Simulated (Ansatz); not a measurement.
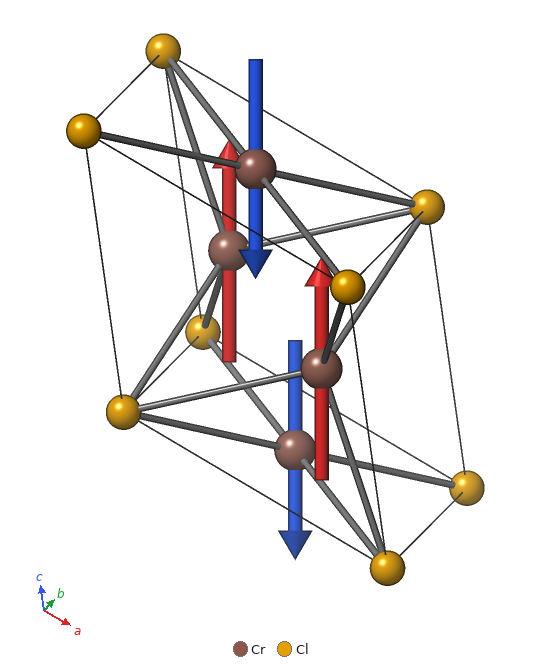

The crystal in a ball-and-stick representation, seen slightly off an axis. The wireframe shows the cell (the run's own, in a reduced setting). Arrows are the site magnetic moments above 0.25 μB (those induced on non-metal atoms are left out); longer means larger, and red and blue are up and down (without spin-orbit coupling the axis itself is arbitrary).

This is the state reached for Cr3Cl. Computational set-up: DFT PBE, scalar-relativistic, plane waves, PAW in Ansatz, wavefunction cutoff 420 eV, k-points about 0.14 Å⁻¹ apart, Gaussian smearing of 0.1 eV, collinear spins.

Q: Describe the spin arrangement.

A: Ferrimagnetic (within this cell). Site moments: 2 Cr +3.3 μB and 1 Cr −3.2 μB. The net spin moment of the whole cell is 3.7 μB, including what lies between the atoms and on sites without an arrow.

It goes back to a textbook structure type filled with these elements (whether it is the usual form wasn't checked). The final geometry of a relaxation with DFT PBE, scalar-relativistic, plane waves, PAW (Ansatz 0.2.0) is shown.
